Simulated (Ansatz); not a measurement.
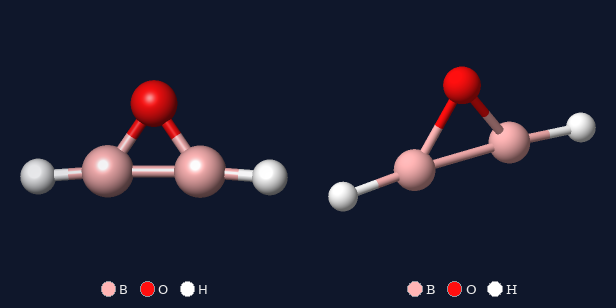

The same structure drawn twice, from different directions.

**Count the atoms of each element.**

B2H2O, 5 atoms: 2 boron, 2 hydrogen and 1 oxygen.

**What is its SMILES?**

B1BO1

**Name some functional groups or characteristic bonds that it holds.**

Among them: B–H bond.

**Which point group does it belong to?**

C2v.

The parts below concern this one geometry. Atoms keep their numbers from picture to picture. The computed structure is the end point of a PBE0-D4/def2-TZVP optimisation. No frequency run is at hand to confirm it as a minimum.

**Dipole moment**

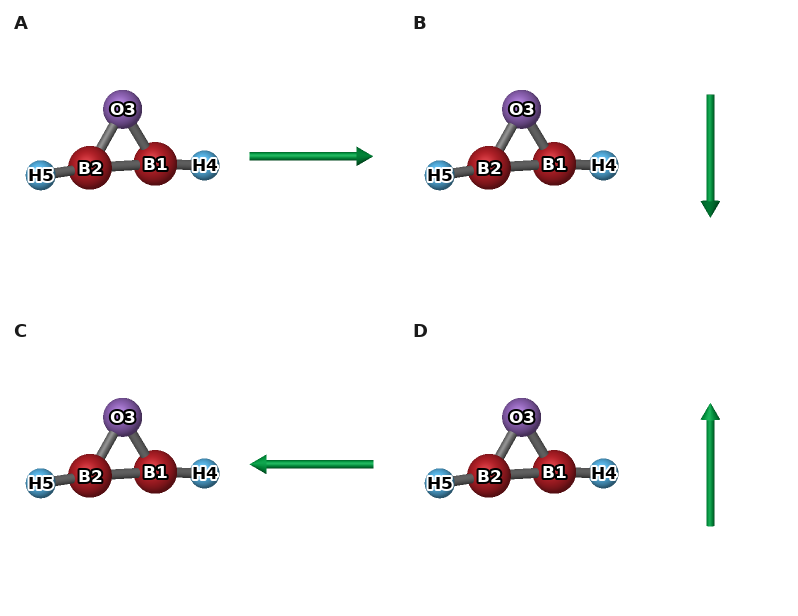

The same molecule four times, each with an arrow. No frequency run is at hand to confirm it as a minimum. Properties computed with RKS PBE0-D4/def2-TZVP (Ansatz 0.2.0).

**Which arrow points along the dipole moment, from the negative to the positive end?**

B. The dipole moment is 0.34 D; it points from the side of O3 to the side of B1, B2, H4, H5 (the outermost atoms at the two ends).

**Charges**

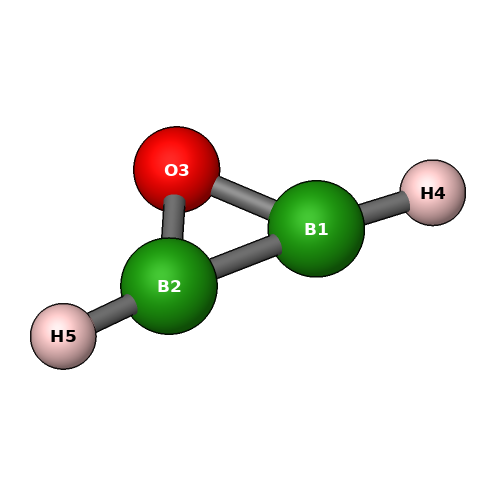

The questions are on Mulliken charges. No frequency run is at hand to confirm it as a minimum. Method: RKS PBE0-D4/def2-TZVP (Ansatz 0.2.0).

Give the Mulliken charges atom by atom.

| atom | value (e) |
| --- | --- |
| B1 | 0.02 |
| B2 | 0.02 |
| O3 | −0.19 |
| H4 | 0.08 |
| H5 | 0.08 |

**Electronic properties**

No frequency run is at hand to confirm it as a minimum. Method: RKS PBE0-D4/def2-TZVPP (Ansatz 0.2.0).

**What is the HOMO–LUMO gap?**

5.94 eV.

**What is the HOMO energy (Kohn–Sham orbital)?**

−7.52 eV.

Mulliken values depend strongly on the basis set and can even reverse the polarity of a bond.
